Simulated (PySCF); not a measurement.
CH$_{2}$BF$_{2}$ (doublet)

```yaml
atoms:
  - { symbol: C, position_ang: [-0.8047, -0.0240, -0.0128] }
  - { symbol: B, position_ang: [0.7079, 0.0219, 0.0042] }
  - { symbol: F, position_ang: [1.4621, -1.0684, 0.0467] }
  - { symbol: F, position_ang: [1.3961, 1.1556, -0.0219] }
  - { symbol: H, position_ang: [-1.4066, 0.8665, -0.0459] }
  - { symbol: H, position_ang: [-1.3517, -0.9496, 0.0080] }
```

Geometry: GFN2-xTB.

Level of theory: UKS B3LYP, pcH-1 on B C F H, non-relativistic, mean-field spin-orbit, GIAO in PySCF 2.14.0, density-fitted response routines.

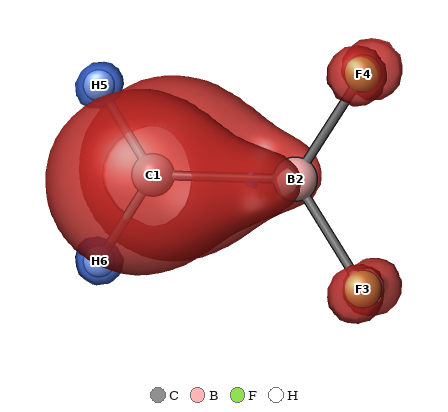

Figure 1. Isosurfaces of the spin density at +0.03 (red) and −0.03 e/Å³ (blue), seen at a tilt.

### Where is the unpaired spin?

The unpaired spin (1 electron) lies mostly on C1 (about 0.7) and B2 (about 0.1), in electrons by Hirshfeld's partition.

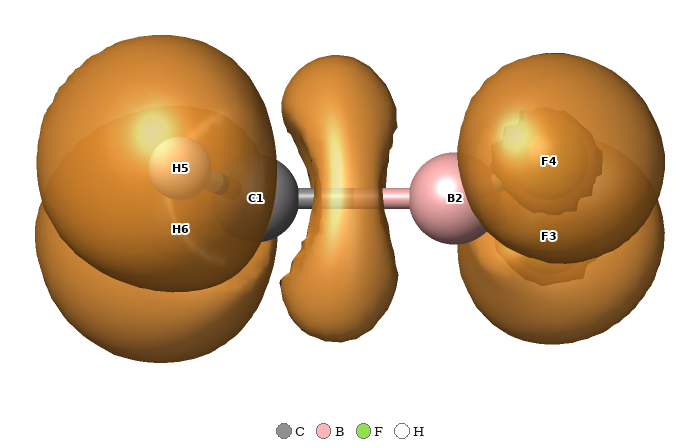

Figure 2. Isosurface of the electron localisation function at 0.75 (orange), seen from one side. Core shells and regions of very low density are left out.

### Describe the localisation domains.

At this value the surface marks out one region between bonded B–C atoms (shared pairs), two regions around hydrogen nuclei and two regions on F in which the atom's valence shell and bonds are merged.


B–F (1.33 Å): the ELF peaks at about 0.85 between the atoms (a polar covalent bond). C–B (1.51 Å): the ELF peaks at about 1 between the atoms, as expected for a covalent bond.

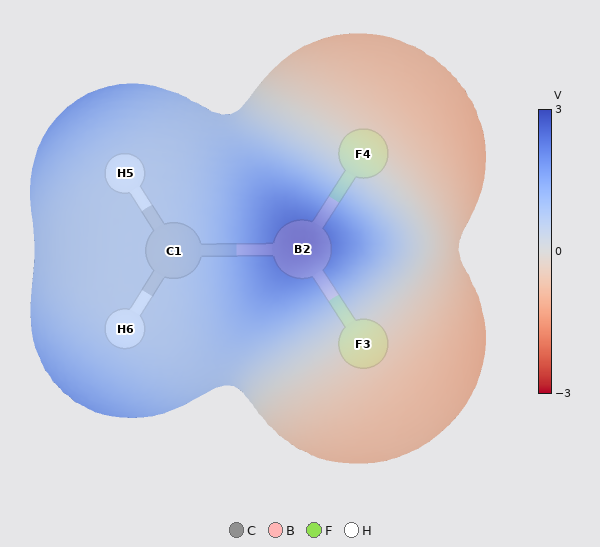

Figure 3. The molecular electrostatic potential painted on the density surface at 0.004 e/bohr³, seen across its widest extent; the colour scale runs from red (negative) to blue (positive).

### Where is the surface potential most negative and most positive?

The most negative region (about −1.0 V) lies over F3 and F4, the most positive (about +2.6 V) over B2.
